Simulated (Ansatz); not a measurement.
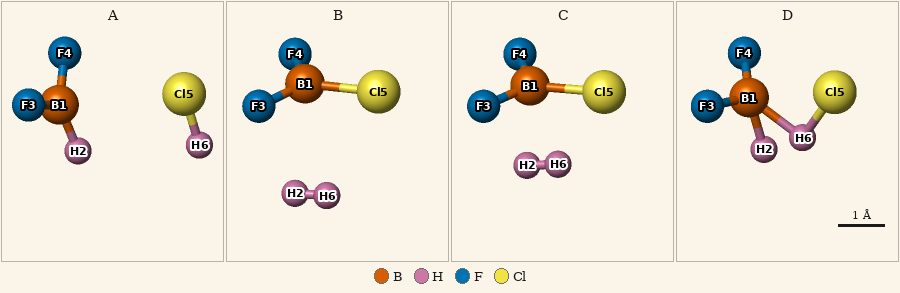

4 geometries from a converged minimum-energy path of BH$_{2}$ClF$_{2}$, made up at the start of BHF₂ and HCl, shuffled. The picture is a ball-and-stick view, seen at a tilt.

Theory: RKS B3LYP-D4/def2-SVP in Ansatz 0.2.0. Settings: 7 movable images; climbing image; force threshold 0.03 eV/Å; iteration limit 60; starting path through a guess of the saddle point.

### Which frame is the top of the path?

D. In order along the path, whose images run from 0 to 8: A (image 0, 0.0 kcal/mol), D (image 4, +25.4 kcal/mol), C (image 6, −7.8 kcal/mol), B (image 8, −13.0 kcal/mol). Breaking: B1–H2 (1.20 → 1.33 at the top → 2.96 Å), Cl5–H6 (1.29 → 1.57 at the top → 3.26 Å). Forming: B1–Cl5 (3.11 → 2.12 at the top → 1.75 Å), H2–H6 (3.01 → 1.05 at the top → 0.76 Å).

Limits of the set-up: the start holds two separate molecules, 3.0 Å apart at their closest, whose relative position is a soft coordinate.
